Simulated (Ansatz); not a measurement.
F₂GeH₃N···H₂

The calculation's input:

```
crystal:
  periodic: [false, false, false]
  atoms:
    - { symbol: Ge, position_ang: [-0.579657, 0.125671, -0.452643] }
    - { symbol: H, position_ang: [-0.048494, 0.001755, 2.259881] }
    - { symbol: F, position_ang: [0.992313, -0.18423, 0.314065] }
    - { symbol: H, position_ang: [-0.412592, 1.44197, -1.228696] }
    - { symbol: F, position_ang: [-0.746053, -1.25945, -1.529022] }
    - { symbol: "N", position_ang: [-2.162072, 0.027862, 0.558192] }
    - { symbol: H, position_ang: [-2.326565, -0.910113, 0.933985] }
    - { symbol: H, position_ang: [-2.226109, 0.703936, 1.317132] }
    - { symbol: H, position_ang: [-0.750071, -0.053501, 2.348007] }
basis:
  gaussian: { orbitals: def2-mTZVP }
hamiltonian:
  xc: blyp
relax:
  f_tol: 0.03
  max_steps: 50
output:
  orbitals: {}
```

Launched as:

```sh
ansatz run input.yaml --threads 4 --pin off --max-ram 5120MiB --backend cpu --events-out ev --progress --plain --runs-dir out
```

The fields are those of the relaxed geometry.

Method: RKS BLYP/def2-mTZVP (Ansatz).

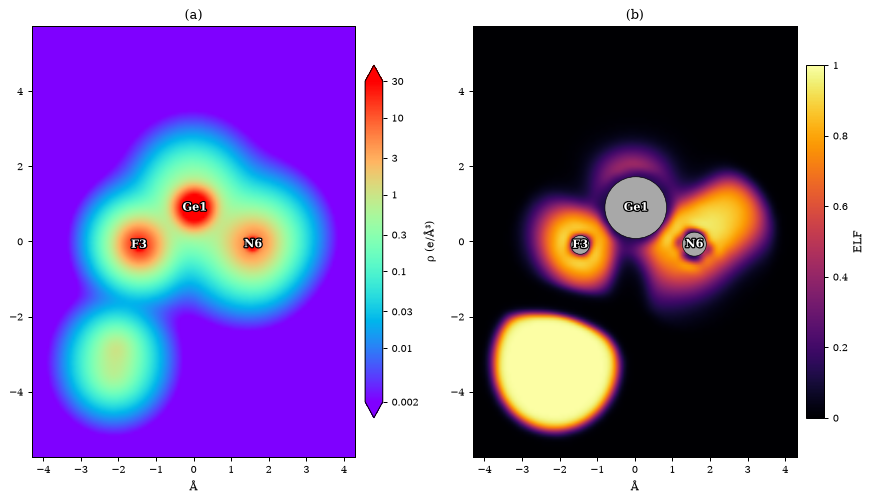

Figure 1. (a) electron density; (b) ELF on the plane of atoms F3, Ge1 and N6. Grey discs cover the atomic cores in the ELF map.

Question: Interpret the plot.

Answer: Atoms in the plane: Ge, F and N. Ge–F (1.78 Å): the density is about 0.88 e/Å³ at the midpoint; the ELF peaks at about 0.80 in the valence shell of F, 0.5 Å from its nucleus, and is about 0.25 at the midpoint. Ge–N (1.84 Å): ρ at the midpoint is about 0.96 e/Å³; the ELF peaks at about 0.85 in the valence shell of N, 0.6 Å from its nucleus, and is about 0.50 at the midpoint. The ELF also peaks beside F3 and N6, away from the bonds: lone-pair regions.

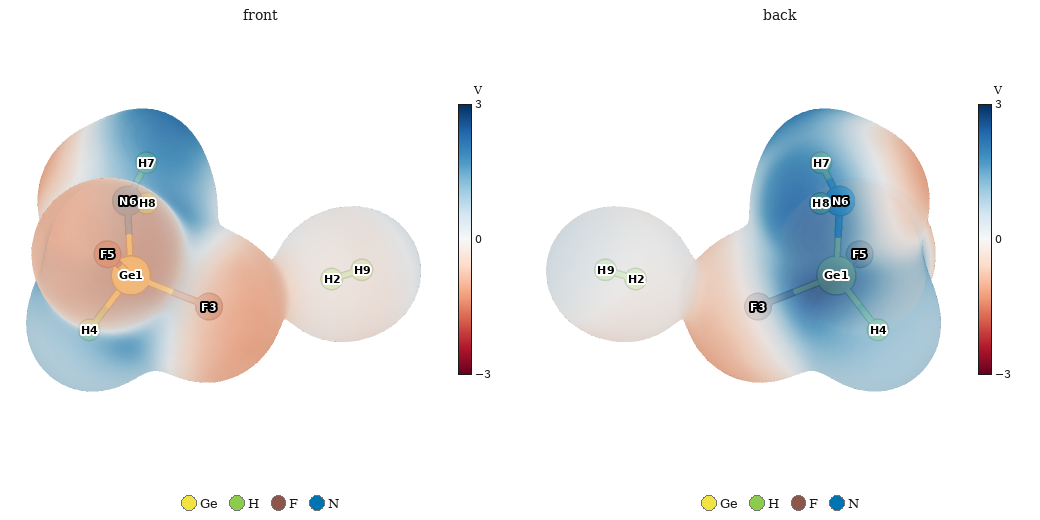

Figure 2. The electrostatic potential painted on the density surface at 0.002 e/bohr³, seen from the front and from behind; the colour scale runs from red (negative) to blue (positive).

Question: Which sites attract a positive test charge, and which a negative one?

Answer: A positive charge is drawn to the negative regions and a negative charge to the positive ones. The most negative region (about −1.2 V) lies over F3 and F5, the most positive (about +2.5 V) over Ge1.

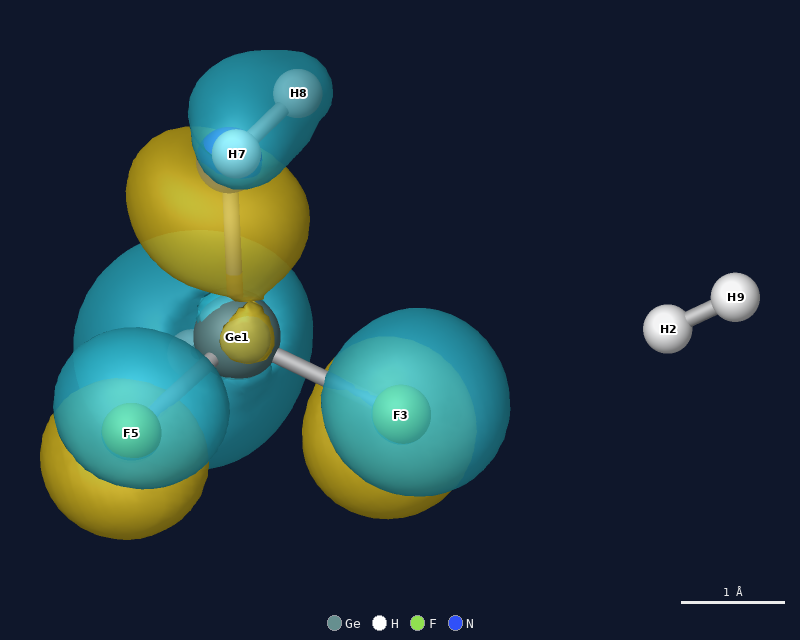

Figure 3. The HOMO−1 at ±0.08 Å⁻³ᐟ² (yellow and cyan are the two phases), seen at a tilt.

Question: Describe this orbital and give its energy.

Answer: Its weight (Hirshfeld) is mainly on F3 (about 35 %), F5 (about 20 %), H4 (about 20 %), Ge1 (about 15 %) and N6 (about 10 %). Its energy is −8.70 eV.
